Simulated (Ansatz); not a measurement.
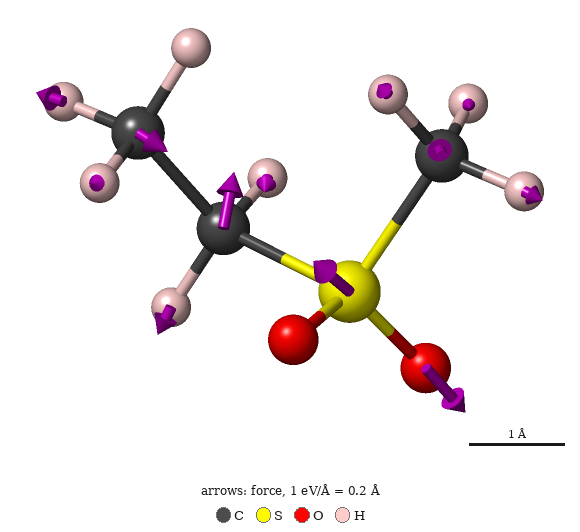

Starting geometry of C3H8O2S (coarse preliminary run) with the computed forces as purple arrows. Style: ball-and-stick. Shown at a tilt.

The start comes from a force field.

Level of theory: RKS PBE-D4/def2-SVP in Ansatz.

Input file:
```yaml
crystal:
  periodic: [false, false, false]
  atoms:
    - {symbol: C, position_ang: [0.044400, -0.842800, 1.496900]}
    - {symbol: C, position_ang: [0.974000, -0.031700, 0.582300]}
    - {symbol: S, position_ang: [0.120400, 1.093300, -0.518800]}
    - {symbol: C, position_ang: [-0.912900, 0.035500, -1.523300]}
    - {symbol: O, position_ang: [1.107500, 1.663000, -1.373600]}
    - {symbol: O, position_ang: [-0.814100, 1.910200, 0.298700]}
    - {symbol: H, position_ang: [0.604200, -1.459600, 2.146500]}
    - {symbol: H, position_ang: [-0.621200, -1.502500, 0.921000]}
    - {symbol: H, position_ang: [-0.528400, -0.117400, 2.069000]}
    - {symbol: H, position_ang: [1.670800, 0.549400, 1.136100]}
    - {symbol: H, position_ang: [1.581600, -0.768600, -0.056300]}
    - {symbol: H, position_ang: [-1.677500, -0.426400, -0.919100]}
    - {symbol: H, position_ang: [-0.264900, -0.754000, -1.983700]}
    - {symbol: H, position_ang: [-1.357800, 0.665200, -2.268300]}
basis:
  gaussian: {orbitals: def2-SVP}
hamiltonian: {xc: pbe, dispersion: d4}
relax: {f_tol: 0.03, max_steps: 200}
```

Run as
```bash
ansatz run in.yaml --threads 2 --pin off --events-out ev --progress --plain --max-ram 32768MiB --backend cpu
```

**Is this structure relaxed? If not, where do the atoms go?**

It isn't relaxed: the largest force vector, on O5, is 3.79 eV/Å. The final displacements have little in common with the starting forces (cosine between the two patterns 0.20). The largest move after the best rigid fit is that of H13, 0.26 Å. Largest moves by element: H 0.26 Å, C 0.10 Å, O 0.07 Å, S 0.03 Å. Near-neighbour distances that change, for instance: S3–O5 1.425 → 1.481 Å, C1–H7 1.056 → 1.108 Å, C2–H11 1.149 → 1.109 Å, C2–S3 1.791 → 1.830 Å. Bond angles that change, for instance: C1–C2–H11 108.2° → 114.6°, S3–C2–H10 106.8° → 101.0°, C2–C1–H9 106.3° → 110.0°. Over 8 accepted moves (9 points after the start) the energy falls by 0.344 eV. Largest force component: 3 eV/Å at the start, 0.0014 eV/Å at the end. The line search rejected the trial step at point 8 of the run. The forces were under the threshold at step 5, but the run went on from there.
